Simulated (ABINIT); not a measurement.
# Quasiparticle gap of KCl (Sylvite) in ABINIT

Aim: the G0W0 gap of KCl (Sylvite) on PBE, step by step.

Calculated with ABINIT 10.8.3; PBE and many-body steps on it, plane waves.

## Step 1: The starting structure

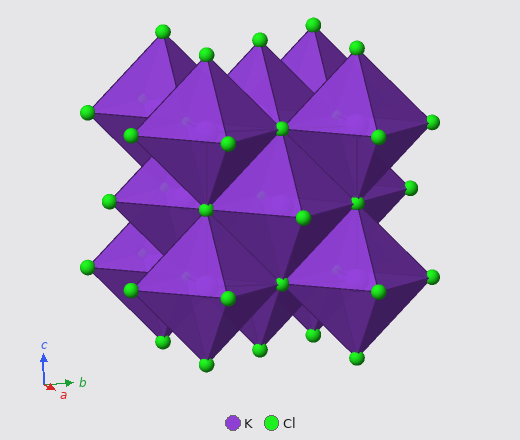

The cell as given, slightly off an axis (potassium purple, chlorine green). This picture shows the conventional cell, with its axes. Some periodic images of atoms are drawn too.

The cell and positions come from the Crystallography Open Database and are kept as given unless a step says otherwise.

## Step 2: Ground state

This step: ABINIT 10.8.3; DFT, PBE, plane waves, norm-conserving pseudopotentials.

The ground-state density comes first.

Input file run.abi:

```
acell 3*1.0 Angstrom
rprim 
  -0.000000000000 3.146470000000 3.146470000000
  3.146470000000 0.000000000000 3.146470000000
  3.146470000000 3.146470000000 -0.000000000000
ntypat 2
znucl 19 17
natom 2
typat 1 2
xred 
  0.000000000000 0.000000000000 0.000000000000
  0.500000000000 0.500000000000 0.500000000000
pp_dirpath "pseudos"
pseudos "K.upf, Cl.upf"
ecut 33
ngkpt 6 6 6
nshiftk 1
shiftk 0 0 0
kptopt 1
chksymbreak 0
nband 13
occopt 1
tolvrs 1e-10
nstep 60
prtwf 0
optforces 0
optstress 0
indata_prefix "in"
outdata_prefix "out"
tmpdata_prefix "tmp"
```

Started as:

```console
$ OMP_NUM_THREADS=1 mpirun -n 8 abinit run.abi > log
```

Numbers of over 12 decimals in the logs are rounded to 6 here.

Output:

```text
.Version 10.8.3 of ABINIT. v10.8.2 released Aug 2026.

 Symmetries : space group Fm -3 m (#225); Bravais cF (face-center cubic)
================================================================================
 Values of the parameters that define the memory need of the present run
     intxc =       0    ionmov =       0      iscf =       7    lmnmax =       6
     lnmax =       6     mgfft =      45  mpssoang =       3    mqgrid =    3001
     natom =       2  nloc_mem =       1    nspden =       1   nspinor =       1
    nsppol =       1      nsym =      48    n1xccc =    2501    ntypat =       2
    occopt =       1   xclevel =       2
-    mband =          13        mffmem =           1         mkmem =           2
       mpw =        3823          nfft =       91125          nkpt =          16
================================================================================
  Rough estimation (10% accuracy) of disk space for files :
================================================================================

--------------------------------------------------------------------------------
------------- Echo of variables that govern the present computation ------------
--------------------------------------------------------------------------------
 -outvars: echo values of preprocessed input variables --------
            acell      1.8897261259E+00  1.8897261259E+00  1.8897261259E+00 Bohr

      chksymbreak           0
             ecut      3.30000000E+01 Hartree
-          fftalg         312

              ixc     -101130
              kpt      0.00000000E+00  0.00000000E+00  0.00000000E+00
                       1.66666667E-01  0.00000000E+00  0.00000000E+00
                       3.33333333E-01  0.00000000E+00  0.00000000E+00
                       5.00000000E-01  0.00000000E+00  0.00000000E+00
                       1.66666667E-01  1.66666667E-01  0.00000000E+00
                       3.33333333E-01  1.66666667E-01  0.00000000E+00
                       5.00000000E-01  1.66666667E-01  0.00000000E+00
                      -3.33333333E-01  1.66666667E-01  0.00000000E+00
                      -1.66666667E-01  1.66666667E-01  0.00000000E+00
   [... 5 further rows ...]
                      -3.33333333E-01  3.33333333E-01  1.66666667E-01
                      -3.33333333E-01  5.00000000E-01  1.66666667E-01
         kptrlatt        6    0    0      0    6    0      0    0    6
          kptrlen      5.04531993E+01
P           mkmem           2
            natom           2
            nband          13
            ngfft          45      45      45
             nkpt          16
            nstep          60
             nsym          48
           ntypat           2
              occ      2.000000  2.000000  2.000000  2.000000  2.000000  2.000000
                       2.000000  2.000000  0.000000  0.000000  0.000000  0.000000
                       0.000000
        optforces           0
        optstress           0
            prtwf           0
            rprim     -0.0000000000E+00  3.1464700000E+00  3.1464700000E+00
[...]
spgroup         225

           tolvrs      1.00000000E-10

             xred      0.0000000000E+00  0.0000000000E+00  0.0000000000E+00
[...]
znucl       19.00000   17.00000

================================================================================

 chkinp: Checking input parameters for consistency.

================================================================================
== DATASET  1 ==================================================================
-   mpi_nproc: 8, omp_nthreads: 1 (-1 if OMP is not activated)

--- !DatasetInfo
iteration_state: {dtset: 1, }
dimensions: {natom: 2, nkpt: 16, mband: 13, nsppol: 1, nspinor: 1, nspden: 1, mpw: 3823, }
cutoff_energies: {ecut:  33.0, pawecutdg:  -1.0, }
electrons: {nelect:   1.60000000E+01, charge:   0.00000000E+00, occopt:   1.00000000E+00, tsmear:   1.00000000E-02, }

 Real(R)+Recip(G) space primitive vectors, cartesian coordinates (Bohr,Bohr^-1):
 R(1)=  0.0000000  5.9459666  5.9459666  G(1)= -0.0840906  0.0840906  0.0840906
 R(2)=  5.9459666  0.0000000  5.9459666  G(2)=  0.0840906 -0.0840906  0.0840906
 R(3)=  5.9459666  5.9459666  0.0000000  G(3)=  0.0840906  0.0840906 -0.0840906
 Unit cell volume ucvol=  4.2043357E+02 bohr^3
 Angles (23,13,12)=  6.00000000E+01  6.00000000E+01  6.00000000E+01 degrees

 getcut: wavevector=  0.0000  0.0000  0.0000  ngfft=  45  45  45
         ecut(hartree)=     33.000   => boxcut(ratio)=   2.02345

--- Pseudopotential description ------------------------------------------------
- K Generated using ONCVPSP code by D. R. Hamann
- 19.00000   9.00000  171031                  znucl, zion, pspdat
12 -101130 2 -1 2222                          pspcod,pspxc,lmax,lloc,mmax
     nproj     2     2     2
  pspatm : epsatm=    8.42413758
         --- l  ekb(1:nproj) -->
[...]
pspatm: atomic psp has been read  and splines computed

- Cl Generated using ONCVPSP code by D. R. Hamann
- 17.00000   7.00000  171031                  znucl, zion, pspdat
12 -101130 2 -1 1028                          pspcod,pspxc,lmax,lloc,mmax
     nproj     2     2     2
  pspatm : epsatm=    9.12776517
         --- l  ekb(1:nproj) -->
[...]
2   -2.938609   -0.805455
 pspatm: atomic psp has been read  and splines computed

   2.80830444E+02                                ecore*ucvol(ha*bohr**3)
--------------------------------------------------------------------------------

_setup2: Arith. and geom. avg. npw (full set) are    3805.801    3805.789

================================================================================

--- !BeginCycle
iteration_state: {dtset: 1, }
solver: {iscf: 7, nstep: 60, nline: 4, wfoptalg: 0, }
tolerances: {tolvrs: 1.00E-10, }

     iter   Etot(hartree)      deltaE(h)  residm     vres2
 ETOT  1  -46.572690663610    -4.657E+01 7.370E-02 1.561E+02
 ETOT  2  -46.596654800576    -2.396E-02 9.852E-03 1.309E+01
 ETOT  3  -46.598321616511    -1.667E-03 3.702E-03 1.157E+00
 ETOT  4  -46.598367069413    -4.545E-05 3.358E-03 6.410E-02
 ETOT  5  -46.598368205033    -1.136E-06 1.372E-03 9.405E-04
 ETOT  6  -46.598368229972    -2.494E-08 1.022E-03 8.148E-06
 ETOT  7  -46.598368230966    -9.940E-10 1.084E-03 5.356E-07
 ETOT  8  -46.598368231012    -4.535E-11 5.155E-04 5.823E-09
 ETOT  9  -46.598368231013    -9.521E-13 5.050E-04 3.055E-10
 ETOT 10  -46.598368231013    -3.908E-13 2.059E-04 2.537E-12

 At SCF step   10       vres2   =  2.54E-12 < tolvrs=  1.00E-10 =>converged.

--- !ResultsGS
iteration_state: {dtset: 1, }
comment   : Summary of ground state results
lattice_vectors:
- [ -0.0000000,   5.9459666,   5.9459666, ]
- [  5.9459666,   0.0000000,   5.9459666, ]
- [  5.9459666,   5.9459666,  -0.0000000, ]
lattice_lengths: [   8.40887,    8.40887,    8.40887, ]
lattice_angles: [ 60.000,  60.000,  60.000, ] # degrees, (23, 13, 12)
lattice_volume:   4.2043357E+02
convergence: {deltae: -3.908E-13, res2:  2.537E-12, residm:  2.059E-04, diffor:  0.000E+00, }
etotal    :  -4.65983682E+01
entropy   :   0.00000000E+00
fermie    :  -8.50435789E-03
cartesian_stress_tensor: null
pressure_GPa: null
xred      :
- [  0.0000E+00,   0.0000E+00,   0.0000E+00,  K]
- [  5.0000E-01,   5.0000E-01,   5.0000E-01, Cl]
cartesian_forces: null
force_length_stats: {min: null, max: null, mean: null, }

 Integrated electronic density in atomic spheres:
 ------------------------------------------------
 Atom  Sphere_radius  Integrated_density
    1        2.00000          6.91065232
    2        2.00000          5.11724944
================================================================================

 ----iterations are completed or convergence reached----

 Mean square residual over all n,k,spin=   31.548E-07; max=  20.590E-05
 reduced coordinates (array xred) for    2 atoms
       0.000000000000      0.000000000000      0.000000000000
       0.500000000000      0.500000000000      0.500000000000
 rms dE/dt=  0.0000E+00; max dE/dt=  0.0000E+00; dE/dt below (all hartree)
    1       0.000000000000      0.000000000000      0.000000000000
    2       0.000000000000      0.000000000000      0.000000000000

 cartesian coordinates (angstrom) at end:
    1      0.000000     0.000000     0.000000
    2      3.146470     3.146470     3.146470
 length scales=  1.889726125908  1.889726125908  1.889726125908 bohr
              =  1.000000000000  1.000000000000  1.000000000000 angstroms
 prteigrs : about to open file out_EIG
 Fermi (or HOMO) energy (hartree) =  -0.00850   Average Vxc (hartree)=  -0.28070
 Eigenvalues (hartree) for nkpt=  16  k points:
 kpt#   1, nband= 13, wtk=  0.00463, kpt=  0.0000  0.0000  0.0000 (reduced coord)
  -1.00793   -0.45382   -0.40010   -0.40010   -0.40010   -0.00850   -0.00850   -0.00850
   0.18221    0.29896    0.29896    0.29896    0.33049
 prteigrs : prtvol=0 or 1, do not print more k-points.

--- !EnergyTerms
iteration_state     : {dtset: 1, }
comment             : Components of total free energy in Hartree
kinetic             :  1.59178987439100E+01
hartree             :  9.94220084210067E+00
xc                  : -1.09376488268509E+01
Ewald energy        : -3.08334400012199E+01
psp_core            :  6.67954381446766E-01
local_psp           : -3.77938247955483E+01
non_local_psp       :  6.43849142514877E+00
total_energy        : -4.65983682310129E+01
total_energy_eV     : -1.26800619636654E+03
band_energy         : -5.47274576955950E+00

== END DATASET(S) ==============================================================
================================================================================

 -outvars: echo values of variables after computation  --------
           etotal     -4.6598368231E+01
            nband          13
             nkpt          16
          spgroup         225
 [... the other variables as echoed above ...]

 Calculation completed.
```

Elapsed: 10 s, on 8 MPI ranks of Intel Xeon Platinum 8375C at 2.90GHz (Ice Lake), shared host; peak memory 0.73 GiB; 80 s of CPU time.

This step gave:

```
total energy               : -1268.0062 eV
gap                        : 5.189 eV
k of the valence top       : 0, 0, 0
k of the conduction bottom : 0, 0, 0
least direct gap           : 5.189 eV
```

The gap is direct, at Γ.

## Step 3: Bands along the symmetry lines

The cheap functional maps the bands first; the places of the edges decide which points the dearer methods must see.

Input file run.abi:

```
acell 3*1.0 Angstrom
rprim 
  -0.000000000000 3.146470000000 3.146470000000
  3.146470000000 0.000000000000 3.146470000000
  3.146470000000 3.146470000000 -0.000000000000
ntypat 2
znucl 19 17
natom 2
typat 1 2
xred 
  0.000000000000 0.000000000000 0.000000000000
  0.500000000000 0.500000000000 0.500000000000
pp_dirpath "pseudos"
pseudos "K.upf, Cl.upf"
ecut 33
iscf -2
irdden 1
kptopt 0
nkpt 50
kpt 
  0.00000000 0.00000000 0.00000000
  0.06250000 0.00000000 0.06250000
  0.12500000 0.00000000 0.12500000
  0.18750000 0.00000000 0.18750000
  0.25000000 0.00000000 0.25000000
  0.31250000 0.00000000 0.31250000
  0.37500000 0.00000000 0.37500000
  0.43750000 0.00000000 0.43750000
  0.50000000 0.00000000 0.50000000
  0.51562500 0.03125000 0.51562500
  0.53125000 0.06250000 0.53125000
  0.54687500 0.09375000 0.54687500
  0.56250000 0.12500000 0.56250000
  0.57812500 0.15625000 0.57812500
  0.59375000 0.18750000 0.59375000
  0.60937500 0.21875000 0.60937500
  0.62500000 0.25000000 0.62500000
  0.37500000 0.37500000 0.75000000
  0.32812500 0.32812500 0.65625000
  0.28125000 0.28125000 0.56250000
  0.23437500 0.23437500 0.46875000
  0.18750000 0.18750000 0.37500000
  0.14062500 0.14062500 0.28125000
  0.09375000 0.09375000 0.18750000
  0.04687500 0.04687500 0.09375000
  0.00000000 0.00000000 0.00000000
  0.06250000 0.06250000 0.06250000
  0.12500000 0.12500000 0.12500000
  0.18750000 0.18750000 0.18750000
  0.25000000 0.25000000 0.25000000
  0.31250000 0.31250000 0.31250000
  0.37500000 0.37500000 0.37500000
  0.43750000 0.43750000 0.43750000
  0.50000000 0.50000000 0.50000000
  0.50000000 0.46875000 0.53125000
  0.50000000 0.43750000 0.56250000
  0.50000000 0.40625000 0.59375000
  0.50000000 0.37500000 0.62500000
  0.50000000 0.34375000 0.65625000
  0.50000000 0.31250000 0.68750000
  0.50000000 0.28125000 0.71875000
  0.50000000 0.25000000 0.75000000
  0.50000000 0.21875000 0.71875000
  0.50000000 0.18750000 0.68750000
  0.50000000 0.15625000 0.65625000
  0.50000000 0.12500000 0.62500000
  0.50000000 0.09375000 0.59375000
  0.50000000 0.06250000 0.56250000
  0.50000000 0.03125000 0.53125000
  0.50000000 0.00000000 0.50000000
istwfk *1
nband 15
nbdbuf 2
tolwfr 1e-08
nstep 40
prtwf 0
prtvol 0
indata_prefix "in"
outdata_prefix "out"
tmpdata_prefix "tmp"
```

Output:

```text
.Version 10.8.3 of ABINIT. v10.8.2 released Aug 2026.

 Symmetries : space group Fm -3 m (#225); Bravais cF (face-center cubic)
[... echo of the input left out ...]
== DATASET  1 ==================================================================
-   mpi_nproc: 8, omp_nthreads: 1 (-1 if OMP is not activated)

--- !DatasetInfo
iteration_state: {dtset: 1, }
dimensions: {natom: 2, nkpt: 50, mband: 15, nsppol: 1, nspinor: 1, nspden: 1, mpw: 3840, }
cutoff_energies: {ecut:  33.0, pawecutdg:  -1.0, }
electrons: {nelect:   1.60000000E+01, charge:   0.00000000E+00, occopt:   1.00000000E+00, tsmear:   1.00000000E-02, }

 Real(R)+Recip(G) space primitive vectors, cartesian coordinates (Bohr,Bohr^-1):
 R(1)=  0.0000000  5.9459666  5.9459666  G(1)= -0.0840906  0.0840906  0.0840906
 R(2)=  5.9459666  0.0000000  5.9459666  G(2)=  0.0840906 -0.0840906  0.0840906
 R(3)=  5.9459666  5.9459666  0.0000000  G(3)=  0.0840906  0.0840906 -0.0840906
 Unit cell volume ucvol=  4.2043357E+02 bohr^3
 Angles (23,13,12)=  6.00000000E+01  6.00000000E+01  6.00000000E+01 degrees

 getcut: wavevector=  0.0000  0.0000  0.0000  ngfft=  45  45  45
         ecut(hartree)=     33.000   => boxcut(ratio)=   2.02345

--- Pseudopotential description ------------------------------------------------
- K Generated using ONCVPSP code by D. R. Hamann
- 19.00000   9.00000  171031                  znucl, zion, pspdat
12 -101130 2 -1 2222                          pspcod,pspxc,lmax,lloc,mmax
     nproj     2     2     2
  pspatm : epsatm=    8.42413758
         --- l  ekb(1:nproj) -->
             0   10.871123    0.806704
             1    4.379001    0.553647
             2   -3.405842   -1.029115
 pspatm: atomic psp has been read  and splines computed

- Cl Generated using ONCVPSP code by D. R. Hamann
- 17.00000   7.00000  171031                  znucl, zion, pspdat
12 -101130 2 -1 1028                          pspcod,pspxc,lmax,lloc,mmax
     nproj     2     2     2
  pspatm : epsatm=    9.12776517
         --- l  ekb(1:nproj) -->
[...]
pspatm: atomic psp has been read  and splines computed

--------------------------------------------------------------------------------

================================================================================
 prteigrs : about to open file out_EIG
 Non-SCF case, kpt    1 (  0.00000  0.00000  0.00000), residuals and eigenvalues=
  2.09E-09  4.81E-09  2.24E-09  3.41E-09  5.60E-09  2.96E-09  2.53E-09  6.06E-09
  8.74E-09  4.40E-09  6.33E-09  6.17E-09  4.18E-09  5.06E-09  2.12E-08
 -1.0079E+00 -4.5382E-01 -4.0010E-01 -4.0010E-01 -4.0010E-01 -8.5044E-03
 -8.5044E-03 -8.5044E-03  1.8221E-01  2.9896E-01  2.9896E-01  2.9896E-01
[...]
Non-SCF case, kpt    2 (  0.06250  0.00000  0.06250), residuals and eigenvalues=
  9.47E-09  3.07E-09  2.00E-09  7.17E-09  8.18E-09  3.97E-09  3.18E-09  9.72E-09
[...]
4.28E-09  5.02E-09  4.74E-09  9.96E-09  6.18E-09  4.12E-09  2.61E-09  9.52E-09
  8.70E-09  6.07E-09  5.35E-09  6.95E-09  8.24E-09  6.21E-09  2.42E-06
[...]
Non-SCF case, kpt   49 (  0.50000  0.03125  0.53125), residuals and eigenvalues=
[...]
Non-SCF case, kpt   50 (  0.50000  0.00000  0.50000), residuals and eigenvalues=
[...]
-1.0074E+00 -4.5018E-01 -4.0531E-01 -4.0214E-01 -4.0214E-01 -3.2597E-02
 -1.6693E-02 -1.6693E-02  2.3146E-01  2.9798E-01  3.6150E-01  3.6578E-01
[...]
--- !ResultsGS
iteration_state: {dtset: 1, }
comment   : Summary of ground state results
lattice_vectors:
- [ -0.0000000,   5.9459666,   5.9459666, ]
- [  5.9459666,   0.0000000,   5.9459666, ]
- [  5.9459666,   5.9459666,  -0.0000000, ]
lattice_lengths: [   8.40887,    8.40887,    8.40887, ]
lattice_angles: [ 60.000,  60.000,  60.000, ] # degrees, (23, 13, 12)
lattice_volume:   4.2043357E+02
convergence: {deltae:  0.000E+00, res2:  0.000E+00, residm:  9.991E-09, diffor:  0.000E+00, }
etotal    :  -4.65983682E+01
entropy   :   0.00000000E+00
fermie    :  -8.50435789E-03
cartesian_stress_tensor: null
pressure_GPa: null
xred      :
- [  0.0000E+00,   0.0000E+00,   0.0000E+00,  K]
- [  5.0000E-01,   5.0000E-01,   5.0000E-01, Cl]
cartesian_forces: null
force_length_stats: {min: null, max: null, mean: null, }

 Integrated electronic density in atomic spheres:
 ------------------------------------------------
 Atom  Sphere_radius  Integrated_density
[...]
================================================================================

 ----iterations are completed or convergence reached----

 Mean square residual over all n,k,spin=   59.207E-10; max=  99.909E-10
 reduced coordinates (array xred) for    2 atoms
       0.000000000000      0.000000000000      0.000000000000
       0.500000000000      0.500000000000      0.500000000000

 cartesian coordinates (angstrom) at end:
    1      0.000000     0.000000     0.000000
    2      3.146470     3.146470     3.146470
 length scales=  1.889726125908  1.889726125908  1.889726125908 bohr
              =  1.000000000000  1.000000000000  1.000000000000 angstroms
 prteigrs : about to open file out_EIG
 Eigenvalues (hartree) for nkpt=  50  k points:
 kpt#   1, nband= 15, wtk=  1.00000, kpt=  0.0000  0.0000  0.0000 (reduced coord)
[...]
kpt#   2, nband= 15, wtk=  1.00000, kpt=  0.0625  0.0000  0.0625 (reduced coord)
[...]
kpt#   3, nband= 15, wtk=  1.00000, kpt=  0.1250  0.0000  0.1250 (reduced coord)
[...]
kpt#  49, nband= 15, wtk=  1.00000, kpt=  0.5000  0.0313  0.5313 (reduced coord)
  -1.00742   -0.45033   -0.40528   -0.40217   -0.40193   -0.03248   -0.01708   -0.01690
   0.23245    0.29919    0.35943    0.36660    0.37969    0.41827    0.41945
 kpt#  50, nband= 15, wtk=  1.00000, kpt=  0.5000  0.0000  0.5000 (reduced coord)
  -1.00742   -0.45018   -0.40531   -0.40214   -0.40214   -0.03260   -0.01669   -0.01669
   0.23146    0.29798    0.36150    0.36578    0.38035    0.41824    0.41824

== END DATASET(S) ==============================================================
================================================================================

 -outvars: echo values of variables after computation  --------
            nband          15
             nkpt          50
          spgroup         225
 [... the other variables as echoed above ...]

 Calculation completed.
```

Wall time 21 s (8 MPI ranks); peak memory 0.6 GiB; 2.7 min of CPU time.

This step gave:

```yaml
gap: 5.189 eV
k_of_the_valence_top: 0, 0, 0
k_of_the_conduction_bottom: 0, 0, 0
least_direct_gap: 5.189 eV
```

The gap is 5.189 eV, as in the run before at this level.

The electronic bands at the labelled points (eV, zero at the top of the highest filled band; v1 is the highest filled band, c1 the lowest empty one):

```csv
point,v4,v3,v2,v1,c1,c2,c3,c4
Γ,-10.66,0.00,0.00,0.00,5.19,8.37,8.37,8.37
X,-10.71,-0.66,-0.22,-0.22,6.53,8.34,10.07,10.18
U,-10.60,-0.56,-0.55,-0.29,7.27,9.07,9.30,10.07
jump to K,-10.60,-0.56,-0.55,-0.29,7.27,9.07,9.30,10.07
Γ,-10.66,0.00,0.00,0.00,5.19,8.37,8.37,8.37
L,-10.42,-1.05,-0.32,-0.32,7.58,8.60,10.50,10.50
W,-10.57,-0.49,-0.47,-0.47,8.03,8.03,9.44,9.85
X,-10.71,-0.66,-0.22,-0.22,6.53,8.34,10.07,10.18
```

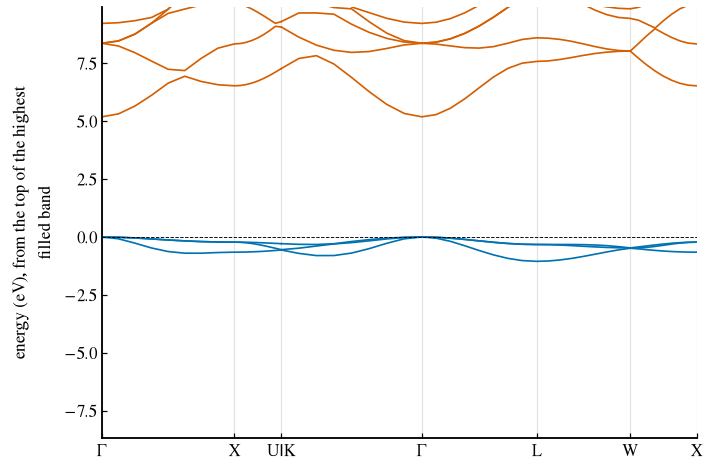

Electronic bands along the path; lines of filled and empty bands in two colours.

(Continued in part 2 of 2.)

[Paths, hosts, dates, memory and timing lines, banners, echoed tables and standing remarks are left out of the program output.]

[Logs are printed without paths, hosts, clocks, repeated set-up lines and the standing remarks that a program may print on its own settings, such as how far it seeks lower states.]

[Runs of the session that timed out or met a known fault of the program may be left out.]

[Hosts, paths, dates, database ids (printed as entryN), source tags and the programs' standing remarks are cut or masked in the printed files.]

[G0W0 gaps are taken among the corrected bands and points alone; a level outside them can change the order at an edge.]

[Where Ansatz stands beside ABINIT at settings called matched, ABINIT's density can come from a denser mesh and the files from another edition; pairs whose starting gaps differed by over 0.03 eV were left out, so agreement reads better than it is.]
